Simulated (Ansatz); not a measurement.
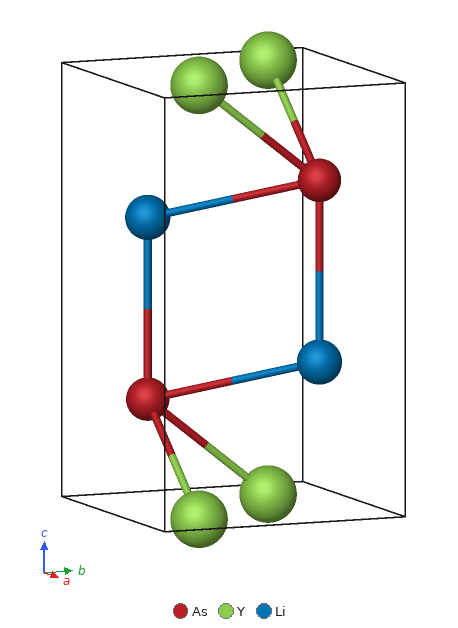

The image is a ball-and-stick drawing of a crystal, viewed slightly off an axis. Lines trace the edges of the simulation cell.

```xyz
6
Lattice="4.2241 0.0000 0.0000 0.0000 4.2241 0.0000 0.0000 0.0000 7.0799" Properties=species:S:1:pos:R:3 pbc="T T T"
As    1.0560    1.0560    1.6727
As    3.1681    3.1681    5.4072
Y     3.1681    1.0560    0.0000
Y     1.0560    3.1681    0.0000
Li    1.0560    1.0560    4.6373
Li    3.1681    3.1681    2.4426
```

Results below were computed with Ansatz 0.2.0, DFT, PAW plane waves, PBE; the settings were E_cut = 420 eV, an 8×8×5 mesh of k-points, Fermi-Dirac smearing of 0.1 eV, no spin polarisation. The pressure of the cell is 15 GPa.

How charged are the atoms, by the Bader scheme?

Answer. Li +0.86 e; Y +1.09 e; As -1.95 e.

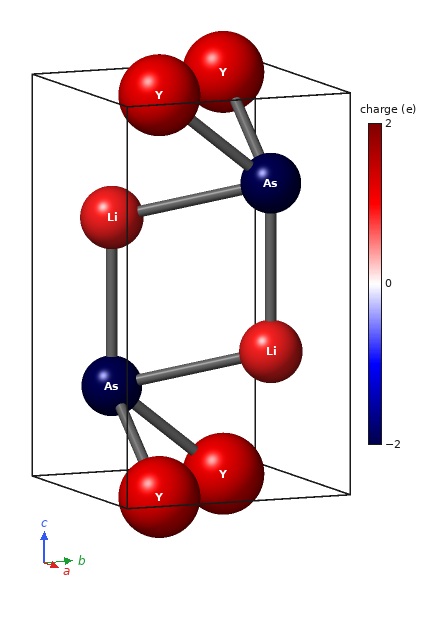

The atoms coloured by those charges.

What is drawn is a generated cell, made by putting these elements into a known structure type (the compound may or may not exist in this form); it hasn't been relaxed. It was the input of a calculation with Ansatz.

At this level of theory the cell isn't at rest (compressed, at 15 GPa and forces up to 2.6 eV/Å), so its distances can differ from those at equilibrium, the more so the softer the solid.
